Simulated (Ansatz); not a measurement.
**VZnGaSe4, from a guessed structure to a relaxed one**

Starting from a made-up structure for VZnGaSe4, the aim is the relaxed cell, its shortest contacts and, where a second run follows, its electronic structure.

Calculated with Ansatz 0.2.0; DFT, PBE, plane-wave PAW, files of the set soft_1, scalar-relativistic, ferromagnetic start, cell and ions relaxed at zero pressure; PAW set soft_1, in the first sound run; inputs show where later runs differ.

## Step 1: Starting point

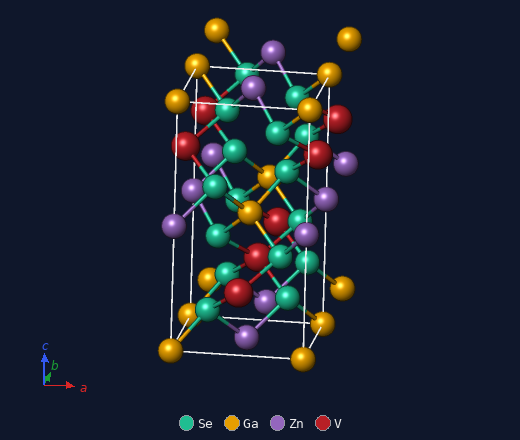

The starting structure, seen slightly off an axis (selenium teal, gallium orange, zinc purple, vanadium red). 1×2×1 cells are drawn. This picture shows the conventional cell, with its axes. Bonds to atoms that aren't drawn are left out. Some periodic images of atoms are drawn too.

## Step 2: Relaxing cell and atoms

The guess takes its coordinates from another compound and its volume from a rule, so the cell and any free coordinates are relaxed together.

input.yaml

```yaml
crystal:
  lattice:
    - [-2.7855, 2.7855, 5.3895]
    - [2.7855, -2.7855, 5.3895]
    - [2.7855, 2.7855, -5.3895]
  atoms:
    - { symbol: Se, position: [0.4051, 0.3665, 0.5022] }
    - { symbol: Se, position: [0.0971, 0.5949, 0.9614] }
    - { symbol: Se, position: [0.8643, 0.9029, 0.4978] }
    - { symbol: Se, position: [0.6335, 0.1357, 0.0386] }
    - { symbol: Ga, position: [0.0, 0.0, 0.0] }
    - { symbol: Zn, position: [0.5, 0.5, 0.0] }
    - { symbol: V, position: [0.25, 0.75, 0.5], spin: 2.0 }
magnetization:
  spin_polarized: true
kpoints:
  mp_grid: { grid: [7, 7, 7] }
scf:
  occupations: { method: fermi_dirac, width: 0.05 }
hamiltonian:
  xc: pbe
  pseudopotentials: { kind: paw, azcp: { folder: soft_1 } }
relax:
  f_tol: 0.015
  max_steps: 70
  cell: {}
output:
  forces: true
  stress: true
```

Started as:

```bash
$ ansatz run input.yaml --threads 4 --pin off --max-ram 10240MiB --backend cpu --events-out ev --progress --plain --runs-dir out
```

Numbers of over 12 decimals in the logs are rounded to 6 here.

The log of the run:

```text
Engine: ansatz 0.2.0, aarch64-unknown-linux-gnu
Pseudopotentials: kind: paw
Pseudopotential: Se, paw, valence charge 16, recommended cutoff 420 eV (normal), soft_1/Se.paw.azcp
Pseudopotential: Ga, paw, valence charge 13, recommended cutoff 420 eV (normal), soft_1/Ga.paw.azcp
Pseudopotential: Zn, paw, valence charge 12, recommended cutoff 420 eV (normal), soft_1/Zn.paw.azcp
Pseudopotential: V, paw, valence charge 13, recommended cutoff 420 eV (normal), soft_1/V.paw.azcp
Functional definition: PBE
  parameter kappa = 0.804
  parameter beta = 0.066725
  exchange = pbe_x(kappa = kappa, mu = beta*pi^2/3)
  correlation = pbe_c(beta = beta)
Crystal: 7 atoms, lattice volume = 167.269 Å³
Basis set: ecut = 420 eV, 3315 PW (Γ), exchange–correlation on 90×90×90 points (8 copies of the dense FFT grid, shifted against one another)
Bands: 63, of which v1, the nominal top of the filled ones, is band 51 counted from 1 (50 counted from 0)
Symmetry: 4 space group operations
Space group: I-4 (ITA 82), of the structure as read, at distance tolerance 5.5e-5 Å
Magnetic group: BNS 82.39 (UNI 699), of the structure as read, at distance tolerance 5.5e-5 Å
k-points: 52 of 343 (time reversal used)
Non-local potential: Se, projectors of the file, l = 0: 2, l = 1: 2, l = 2: 3, l = 3: 1
Non-local potential: Ga, projectors of the file, l = 0: 2, l = 1: 2, l = 2: 3, l = 3: 1
Non-local potential: Zn, projectors of the file, l = 0: 2, l = 1: 2, l = 2: 3, l = 3: 1
Non-local potential: V, projectors of the file, l = 0: 3, l = 1: 2, l = 2: 3, l = 3: 1
PAW form: soft (Blöchl's): semilocal exchange-correlation on the pseudo side does not see the compensation charge
PAW one-centre angular grid: Se, 590 points (default); XC on 64 Gauss nodes
PAW one-centre angular grid: Ga, 590 points (default); XC on 64 Gauss nodes
PAW one-centre angular grid: Zn, 590 points (default); XC on 64 Gauss nodes
PAW one-centre angular grid: V, 590 points (default); XC on 64 Gauss nodes
Initial density: superposition of atomic densities (chi_scale 0.1, normalization cell, long waves kept (reshape's long-wave potential 0.01 eV rms))
Starting moments: Σ|m| = 2 μB on 1 of 7 sites
Initial wavefunctions: pseudopotential atomic-orbital guess
Functional: x = pbe(κ = 0.804, μ = 0.219515), c = pbe(β = 0.066725)
SCF iter   1: F=—  HF=-31894.686621 eV  |F-HF|=—  |Δ(HF+E_count)|=         —  Δρ=2.97e-2 (↑2.97e-2 ↓2.20e-2)  dr2=6.41e0  dr2_m=1.68e-1  M=2.000 μB ∫|m|=2.347 μB  β_m=0.30  ethr=3.10e-3  ⟨swp⟩=6.0  Hψ=23320  notcnv=0  defer=2
Mixer restart at iter 1: flushing history
preconditioner: auto → Kerker (q_TF=auto, 2.512 Å⁻¹)  [metal: Δε(μ)=0.042 eV  Ē_g=10.569 eV  σ=0.050 eV  W_gap=0.21  n_scr=36 (ndim 8)  ℏωp=21.1 eV  f_vac=0.010  D(μ)=2.08/eV (n_scr^D=10)]
spin=Collinear: Kerker preconditioning applied to the charge; magnetization (m = ρ↑ − ρ↓) channel mixes plain (no charge-response kernel on spin).
SCF iter   2: F=—  HF=-31894.923068 eV  |F-HF|=—  |Δ(HF+E_count)|=   2.36e-1  Δρ=2.12e-2 (↑2.12e-2 ↓1.64e-2)  dr2=3.72e0  dr2_m=9.12e-2  M=2.000 μB ∫|m|=2.365 μB  β_m=0.62  ethr=3.10e-3  ⟨swp⟩=2.0  Hψ=8580  notcnv=0  defer=317
SCF iter   3: F=—  HF=-31894.601675 eV  |F-HF|=—  |Δ(HF+E_count)|=   3.21e-1  Δρ=5.75e-3 (↑5.75e-3 ↓5.45e-3)  dr2=4.64e-1  dr2_m=1.22e-3  M=2.000 μB ∫|m|=2.426 μB  β_m=0.61  ethr=3.10e-3  ⟨swp⟩=3.0  Hψ=9162  notcnv=0  defer=317
SCF iter   4: F=—  HF=-31894.450276 eV  |F-HF|=—  |Δ(HF+E_count)|=   1.51e-1  Δρ=3.90e-3 (↑3.90e-3 ↓2.85e-3)  dr2=6.39e-2  dr2_m=1.73e-3  M=2.000 μB ∫|m|=2.429 μB  β_m=0.70  ethr=4.55e-4  ⟨swp⟩=3.0  Hψ=11688  notcnv=0  defer=398
SCF iter   5: F=—  HF=-31894.524865 eV  |F-HF|=—  |Δ(HF+E_count)|=         —  Δρ=2.89e-3 (↑2.89e-3 ↓1.66e-3)  dr2=3.99e-2  dr2_m=9.17e-4  M=2.000 μB ∫|m|=2.387 μB  β_m=0.70  ethr=6.27e-5  ⟨swp⟩=2.0  Hψ=10213  notcnv=0  defer=398
Mixer restart at iter 5: flushing history
SCF iter   6: F=—  HF=-31894.535195 eV  |F-HF|=—  |Δ(HF+E_count)|=   1.03e-2  Δρ=1.17e-3 (↑1.17e-3 ↓1.07e-3)  dr2=6.37e-3  dr2_m=1.15e-4  M=2.000 μB ∫|m|=2.390 μB  β_m=0.67  ethr=3.91e-5  ⟨swp⟩=2.0  Hψ=12521  notcnv=0  defer=392
SCF iter   7: F=—  HF=-31894.534586 eV  |F-HF|=—  |Δ(HF+E_count)|=   6.08e-4  Δρ=6.79e-4 (↑6.79e-4 ↓6.42e-4)  dr2=3.74e-3  dr2_m=1.05e-5  M=2.000 μB ∫|m|=2.384 μB  β_m=0.69  ethr=6.25e-6  ⟨swp⟩=2.0  Hψ=10433  notcnv=0  defer=392
SCF iter   8: F=—  HF=-31894.535218 eV  |F-HF|=—  |Δ(HF+E_count)|=   6.32e-4  Δρ=3.19e-4 (↑3.19e-4 ↓3.02e-4)  dr2=8.42e-4  dr2_m=4.03e-6  M=2.000 μB ∫|m|=2.383 μB  β_m=0.69  ethr=3.67e-6  ⟨swp⟩=2.0  Hψ=8701  notcnv=0  defer=392
SCF iter   9: F=—  HF=-31894.535681 eV  |F-HF|=—  |Δ(HF+E_count)|=   4.63e-4  Δρ=1.82e-4 (↑1.82e-4 ↓1.50e-4)  dr2=3.74e-4  dr2_m=1.11e-6  M=2.000 μB ∫|m|=2.383 μB  β_m=0.85  ethr=8.26e-7  ⟨swp⟩=2.0  Hψ=8981  notcnv=0  defer=392
SCF iter  10: F=—  HF=-31894.535854 eV  |F-HF|=—  |Δ(HF+E_count)|=   1.73e-4  Δρ=1.34e-4 (↑1.34e-4 ↓9.10e-5)  dr2=8.71e-5  dr2_m=1.98e-6  M=2.000 μB ∫|m|=2.382 μB  β_m=0.81  ethr=3.67e-7  ⟨swp⟩=2.0  Hψ=9541  notcnv=0  defer=392
SCF iter  11: F=—  HF=-31894.535899 eV  |F-HF|=—  |Δ(HF+E_count)|=   4.46e-5  Δρ=1.01e-4 (↑1.01e-4 ↓5.09e-5)  dr2=4.04e-5  dr2_m=1.26e-6  M=2.000 μB ∫|m|=2.382 μB  β_m=0.69  ethr=8.54e-8  ⟨swp⟩=2.0  Hψ=9353  notcnv=0  defer=392
SCF iter  12: F=—  HF=-31894.535905 eV  |F-HF|=—  |Δ(HF+E_count)|=   6.24e-6  Δρ=1.32e-5 (↑1.32e-5 ↓1.27e-5)  dr2=1.69e-6  dr2_m=6.15e-9  M=2.000 μB ∫|m|=2.382 μB  β_m=0.85  ethr=3.96e-8  ⟨swp⟩=2.0  Hψ=11040  notcnv=0  defer=392
SCF iter  13: F=—  HF=-31894.535907 eV  |F-HF|=—  |Δ(HF+E_count)|=   1.86e-6  Δρ=3.68e-6 (↑3.68e-6 ↓3.63e-6)  dr2=2.09e-7  dr2_m=2.30e-10  M=2.000 μB ∫|m|=2.382 μB  β_m=0.76  ethr=1.66e-9  ⟨swp⟩=2.0  Hψ=8878  notcnv=0  defer=392
SCF iter  14: F=—  HF=-31894.535907 eV  |F-HF|=—  |Δ(HF+E_count)|=   8.52e-8  Δρ=3.77e-6 (↑3.77e-6 ↓2.30e-6)  dr2=1.34e-7  dr2_m=1.47e-9  M=2.000 μB ∫|m|=2.382 μB  β_m=0.68  ethr=2.05e-10  ⟨swp⟩=2.0  Hψ=11752  notcnv=0  defer=392
SCF iter  15: F=-31894.535907 eV  HF=-31894.535907 eV  |F-HF|=2.10e-8  |Δ(HF+E_count)|=   1.25e-8  Δρ=2.34e-6 (↑2.34e-6 ↓1.29e-6)  dr2=4.11e-8  dr2_m=7.17e-10  M=2.000 μB ∫|m|=2.382 μB  ethr=9.80e-11  ⟨swp⟩=4.0  Hψ=19539  notcnv=0
SCF 1 converged in 15 iterations: F = -31894.535907 eV  dr2 = 4.11e-8
  greatest PAW one-centre occupation: 1.000 electrons in one spin orbital (limit 2), on the Se atom at site 3 (counted from 0), in its partial waves of l = 2
[...]
Basis set: ecut = 420 eV, 3491 PW (Γ), exchange–correlation on 96×96×96 points (8 copies of the dense FFT grid, shifted against one another)
Initial wavefunctions: pseudopotential atomic-orbital guess (no wavefunctions were taken with the density)
iter 1 solved again at ethr=4.93e-7 eV; its pass at ethr=3.10e-3 eV (dr2=5.03e-4 eV) is discarded
SCF iter   1: F=—  HF=-31894.608869 eV  |F-HF|=—  |Δ(HF+E_count)|=         —  Δρ=5.57e-4 (↑5.57e-4 ↓5.27e-4)  dr2=9.00e-5  dr2_m=4.15e-6  M=1.999 μB ∫|m|=2.351 μB  β_m=0.65  ethr=4.93e-7  ⟨swp⟩=3.0  Hψ=39934  notcnv=0
preconditioner: auto → Resta (q_TF=auto, 2.487 Å⁻¹)  ε∞=4.5  [insulator: Δε(μ)=0.385 eV  Ē_g=11.005 eV  σ=0.050 eV  W_gap=0.95  n_scr=36 (ndim 8)  ℏωp=20.5 eV  f_vac=0.102  D(μ)=0.07/eV (n_scr^D=0)  ε∞_Penn≈4.5]
spin=Collinear: Resta preconditioning applied to the charge; magnetization (m = ρ↑ − ρ↓) channel mixes plain (no charge-response kernel on spin).
SCF iter   2: F=—  HF=-31894.652272 eV  |F-HF|=—  |Δ(HF+E_count)|=   4.34e-2  Δρ=2.06e-4 (↑2.06e-4 ↓1.96e-4)  dr2=2.21e-5  dr2_m=5.70e-7  M=1.999 μB ∫|m|=2.350 μB  β_m=0.55  ethr=8.82e-8  ⟨swp⟩=2.1  Hψ=9303  notcnv=0
SCF iter   3: F=—  HF=-31894.657463 eV  |F-HF|=—  |Δ(HF+E_count)|=   5.19e-3  Δρ=9.33e-5 (↑9.33e-5 ↓8.83e-5)  dr2=4.08e-6  dr2_m=1.34e-7  M=1.999 μB ∫|m|=2.350 μB  β_m=0.64  ethr=2.17e-8  ⟨swp⟩=2.2  Hψ=9620  notcnv=0
SCF iter   4: F=—  HF=-31894.658729 eV  |F-HF|=—  |Δ(HF+E_count)|=   1.27e-3  Δρ=3.52e-5 (↑3.52e-5 ↓3.35e-5)  dr2=2.02e-6  dr2_m=1.85e-8  M=1.999 μB ∫|m|=2.350 μB  β_m=0.68  ethr=4.00e-9  ⟨swp⟩=2.0  Hψ=9371  notcnv=0
SCF iter   5: F=—  HF=-31894.658876 eV  |F-HF|=—  |Δ(HF+E_count)|=   1.48e-4  Δρ=7.43e-6 (↑7.43e-6 ↓6.83e-6)  dr2=3.37e-7  dr2_m=1.03e-9  M=1.999 μB ∫|m|=2.350 μB  β_m=0.72  ethr=1.98e-9  ⟨swp⟩=2.0  Hψ=8517  notcnv=0
SCF iter   6: F=—  HF=-31894.658880 eV  |F-HF|=—  |Δ(HF+E_count)|=   3.77e-6  Δρ=3.32e-6 (↑3.32e-6 ↓3.09e-6)  dr2=8.54e-8  dr2_m=3.80e-10  M=1.999 μB ∫|m|=2.350 μB  β_m=0.79  ethr=3.30e-10  ⟨swp⟩=2.0  Hψ=9394  notcnv=0
SCF iter   7: F=—  HF=-31894.658881 eV  |F-HF|=—  |Δ(HF+E_count)|=   7.24e-7  Δρ=1.27e-6 (↑1.27e-6 ↓1.06e-6)  dr2=6.09e-9  dr2_m=1.59e-10  M=1.999 μB ∫|m|=2.350 μB  β_m=0.71  ethr=8.37e-11  ⟨swp⟩=2.0  Hψ=9567  notcnv=0
SCF iter   8: F=—  HF=-31894.658881 eV  |F-HF|=—  |Δ(HF+E_count)|=   7.78e-9  Δρ=8.21e-7 (↑8.21e-7 ↓6.30e-7)  dr2=2.43e-9  dr2_m=6.27e-11  M=1.999 μB ∫|m|=2.350 μB  β_m=0.83  ethr=5.97e-12  ⟨swp⟩=2.0  Hψ=9360  notcnv=0
SCF iter   9: F=—  HF=-31894.658861 eV  |F-HF|=—  |Δ(HF+E_count)|=   2.00e-5  Δρ=1.39e-6 (↑1.39e-6 ↓1.06e-6)  dr2=9.67e-9  dr2_m=5.82e-10  M=1.999 μB ∫|m|=2.350 μB  β_m=0.83  ethr=2.38e-12  ⟨swp⟩=3.1  Hψ=14262  notcnv=0
SCF iter  10: F=—  HF=-31894.658861 eV  |F-HF|=—  |Δ(HF+E_count)|=   4.57e-8  Δρ=1.06e-6 (↑1.06e-6 ↓7.73e-7)  dr2=5.78e-9  dr2_m=3.22e-10  M=1.999 μB ∫|m|=2.350 μB  β_m=0.92  ethr=2.38e-12  ⟨swp⟩=2.0  Hψ=8894  notcnv=0
SCF iter  11: F=—  HF=-31894.658861 eV  |F-HF|=—  |Δ(HF+E_count)|=   4.40e-8  Δρ=4.75e-7 (↑4.75e-7 ↓3.28e-7)  dr2=1.24e-9  dr2_m=4.72e-11  M=1.999 μB ∫|m|=2.350 μB  β_m=0.78  ethr=2.38e-12  ⟨swp⟩=3.0  Hψ=12909  notcnv=0
SCF iter  12: F=—  HF=-31894.658861 eV  |F-HF|=—  |Δ(HF+E_count)|=   6.73e-9  Δρ=6.89e-8 (↑6.23e-8 ↓6.89e-8)  dr2=4.12e-11  dr2_m=2.71e-13  M=1.999 μB ∫|m|=2.350 μB  β_m=0.89  ethr=1.21e-12  ⟨swp⟩=2.0  Hψ=11912  notcnv=0
SCF iter  13: F=—  HF=-31894.658861 eV  |F-HF|=—  |Δ(HF+E_count)|=  4.00e-11  Δρ=5.04e-8 (↑5.04e-8 ↓4.05e-8)  dr2=1.60e-11  dr2_m=2.39e-13  M=1.999 μB ∫|m|=2.350 μB  β_m=0.89  ethr=1.00e-12  ⟨swp⟩=1.5  Hψ=6605  notcnv=0
SCF iter  14: F=-31894.658861 eV  HF=-31894.658861 eV  |F-HF|=5.09e-11  |Δ(HF+E_count)|=  4.00e-11  Δρ=6.24e-8 (↑6.24e-8 ↓4.48e-8)  dr2=3.08e-11  dr2_m=6.21e-13  M=1.999 μB ∫|m|=2.350 μB  ethr=1.00e-12  ⟨swp⟩=3.0  Hψ=23464  notcnv=0
SCF 6 converged in 14 iterations: F = -31894.658861 eV  dr2 = 3.08e-11
relax step   6: F+E_penalty+E_count = -31894.65886093 eV  Δ(F+E_penalty+E_count) = -2.928e-3 eV  max|allowed force component| = 1.709e-3 eV/Å  Δτ_max = 0.0000 Å  P = -0.001 GPa  Ω = 177.785 Å³  stress off target by 1.71e-2 GPa  SCF on the basis re-selected at this cell (its energy is not comparable with the rows above)  (14 SCF iters)
basis re-selected at this cell: Δ(F+E_penalty+E_count) = -2.928e-3 eV, ΔP = +0.002 GPa vs the last step (what re-selecting the basis moved, of the pressure what is left beyond the Pulay correction that the steps carried, after the strain that the cell walked since its last selection, with what the two solves' SCF thresholds leave and, on support functions, any second-order correction that the steps lacked; it is no measure of the basis error at this ecutwfc). The dense FFT grid was sized anew with the basis: this SCF ran on 48×48×48 points, the steps before it on 45×45×45, so part of this shift can come from that change (see relax.cell in the input reference). [rest of the remark cut]
SCF converged after 14 iterations
Magnetization: 1.9990 μB (51.9995 up, 50.0005 down)
Absolute magnetization: 2.3442 μB (∫|ρ↑−ρ↓|, with the PAW one-centre terms)
Spin contamination: 0.0459 ħ² per cell (⟨S²⟩ above its minimum at these occupations)
Per-site moments (μB) at R_I (Å): [(-0.026576, 1.004349), (-0.026576, 1.004349), (-0.026576, 1.004349), (-0.026576, 1.004349), (0.036245, 1.014830), (0.017025, 1.029059), (1.682384, 1.004349)]
Free energy (F): -31894.658861 eV
Harris-Foulkes:  -31894.658861 eV  (|F-HF|=5.09e-11)
Internal energy: -31894.657659 eV  (E = F + TS)
E sigma→0 (E₀):  -31894.658260 eV
Entropy (-TS):   -0.001201 eV (-0.172 meV/atom)
Fermi energy:    7.059470 eV
--- Per-component energies (eV) ---
  E_band       = -1968.833956
  E_kinetic    = 993.545964
  E_local      = -16671.172449  (includes V_loc(G=0)·N_el)
  E_nonlocal   = -605.425776
  E_hartree    = 8359.828963
  E_xc         = -594.151785
  E_vxc        = -609.711335  (∫ρ·V_xc dr)
  E_paw        = -13537.712717  (= ΣΔE_a)
  E_vpaw       = -1795.727150  (= ΣTr[D̂ρ^β])
  E_aug_tail   = -0.000842  (compensation charges beyond the density's cutoff)
  E_ewald      = -9839.569017
  E_smearing   = -0.001201  (= −TS)
  E_closure    = 0.000000  (closes the sum)
  Σ components = -31894.658861   (vs F -31894.658861, Δ=0.00e0)
--- Forces (eV/Å), atoms counted from 1 ---
  atom   1  Se     0.00170932    -0.00115755     0.00058839
  atom   2  Se     0.00115755     0.00170932    -0.00058839
  atom   3  Se    -0.00170932     0.00115755     0.00058839
  atom   4  Se    -0.00115755    -0.00170932    -0.00058839
  atom   5  Ga     0.00000000     0.00000000     0.00000000
  atom   6  Zn    -0.00000000     0.00000000     0.00000000
  atom   7  V      0.00000000     0.00000000     0.00000000
  max |Σ_I F_I| component: 7.78e-17 eV/Å
--- Stress (GPa, compression-positive) ---
       -0.009994       0.000000      -0.000000
       -0.000000      -0.009994      -0.000000
       -0.000000      -0.000000       0.017056
  P = ⅓ Tr σ = -0.0010 GPa (-0.010 kbar)
--- Relaxed structure (5 steps of the walk, 5 accepted, 1 SCFs on fresh bases) ---
  F+E_penalty+E_count = -31894.65886093 eV   max|allowed force component| = 1.709e-3 eV/Å   (the final SCF, on the basis selected at the relaxed cell)
  cell:  # Å, volume = 177.7850 Å³
    - [-2.809831, 2.809831, 5.629566]
    - [2.809831, -2.809831, 5.629566]
    - [2.809831, 2.809831, -5.629566]
  atoms:
    - { symbol: Se, position: [0.384789, 0.372528, 0.494588] }
    - { symbol: Se, position: [0.109799, 0.615211, 0.987739] }
    - { symbol: Se, position: [0.877940, 0.890201, 0.505412] }
    - { symbol: Se, position: [0.627472, 0.122060, 0.012261] }
    - { symbol: Ga, position: [0, 0, 1.0008789960632742e-19] }
    - { symbol: Zn, position: [0.500000, 0.500000, -1.8062676233676623e-18] }
    - { symbol: V, position: [0.250000, 0.75, 0.500000] }
```

Run time: 4 min. Hardware: 4 threads of Arm Neoverse V1, shared host; peak memory 1.2 GiB; 16 min of CPU time.

Step by step:

| step | energy less that of the first step (eV) | largest force component (eV/Å) | pressure (GPa) | volume (Å³) |
| --- | --- | --- | --- | --- |
| 1 | 0.0000 | 0.4091 | 1.29 | 167.27 |
| 2 | -0.1089 | 0.1347 | -0.25 | 180.02 |
| 3 | -0.1193 | 0.0387 | 0.04 | 177.88 |
| 4 | -0.1199 | 0.0082 | 0.00 | 177.83 |
| 5 | -0.1200 | 0.0015 | 0.00 | 177.79 |
| 6* | -0.1230 | 0.0017 | 0.00 | 177.79 |

Relaxation steps marked * repeat the geometry before them on a plane-wave basis chosen anew for their cell, so energy and pressure can jump there.

The run keeps the 4 symmetry operations that it works with, so distortions that break them were not tested.

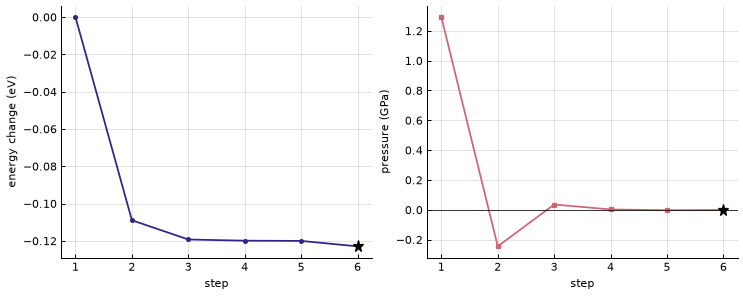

Energy and pressure along the relaxation. Stars mark steps on a basis chosen anew.

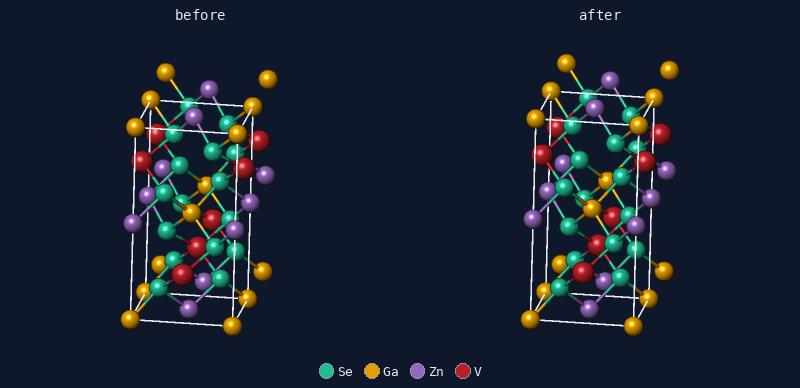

Before and after, at one scale. Bonds to atoms that aren't drawn are left out.

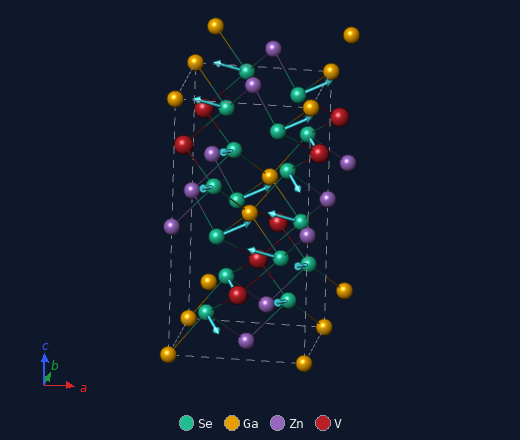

Displacements in the relaxation, exaggerated, measured against the changing cell; the longest in the cell stands for 0.12 Å. Bonds to atoms that aren't drawn are left out. 1×2×1 conventional cells are drawn. Some periodic images of atoms are drawn too.

| conventional cell, symmetrised | before | after | change |
| --- | --- | --- | --- |
| a (Å) | 5.571 | 5.620 | +0.9 % |
| b (Å) | 5.571 | 5.620 | +0.9 % |
| c (Å) | 10.779 | 11.259 | +4.5 % |
| volume (Å³/atom) | 23.90 | 25.40 | +6.3 % |

The atoms that moved most (Å, as changes of fractional coordinates times the final cell):

| atom | dx | dy | dz | length |
| --- | --- | --- | --- | --- |
| Se3 | -0.053 | 0.095 | -0.038 | 0.115 |
| Se4 | -0.095 | -0.053 | 0.038 | 0.115 |
| Se1 | 0.053 | -0.095 | -0.038 | 0.115 |
| Se2 | 0.095 | 0.053 | 0.038 | 0.115 |

This step gave:

| Item | Value |
| --- | --- |
| free energy | -31894.6589 eV |
| energy at zero smearing | -31894.6583 eV |
| smearing term TS | 0.001201 eV |
| Fermi energy | 7.059 eV |
| gap by band count | 0.3836 eV |
| magnetization | 1.999 μB |
| absolute magnetization | 2.344 μB |
| site moments | -0.02658, -0.02658, -0.02658, -0.02658, 0.03624, 0.01703, 1.682 μB |
| electrons | 102 |
| symmetry operations | 4 |
| pressure | -9.77e-4 GPa |

Site moment by atom:

| atom | site moment (μB) |
| --- | --- |
| Se1 | -0.03 |
| Se2 | -0.03 |
| Se3 | -0.03 |
| Se4 | -0.03 |
| Ga5 | 0.04 |
| Zn6 | 0.02 |
| V7 | 1.68 |

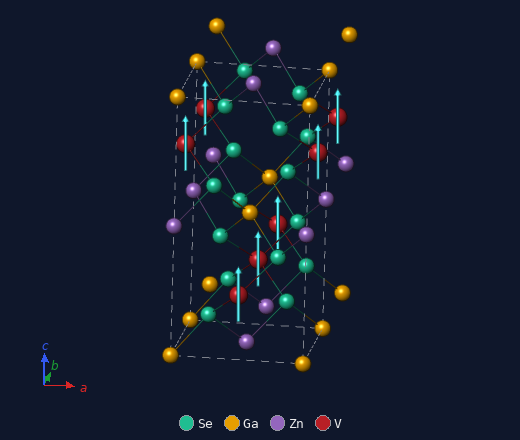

Site moment as arrows, the longest 1.68 μB. Up and down stand for the sign. Arrows give size and sign along the axis of quantisation, drawn up and down the page. Bonds to atoms that aren't drawn are left out. 1×2×1 conventional cells are drawn. Some periodic images of atoms are drawn too.

The shortest distance of each pair, which need not be the same contact before and after:

| pair | guess (Å) | relaxed (Å) |
| --- | --- | --- |
| Se–V | 2.459 | 2.435 |
| Ga–Se | 2.459 | 2.460 |
| Se–Zn | 2.445 | 2.495 |
| Se–Se | 3.576 | 3.828 |
| Ga–Zn | 3.939 | 3.974 |

The relaxation ends with a largest force component of 0.0017 eV/Å and a pressure of 0.00 GPa.

(Part 1 of 2 ends here.)

[Logs are printed without paths, hosts, clocks, repeated set-up lines and the standing remarks that a program may print on its own settings, such as how far it seeks lower states.]

[Hosts, paths, dates, database ids (printed as entryN), source tags and the programs' standing remarks are cut or masked in the printed files.]
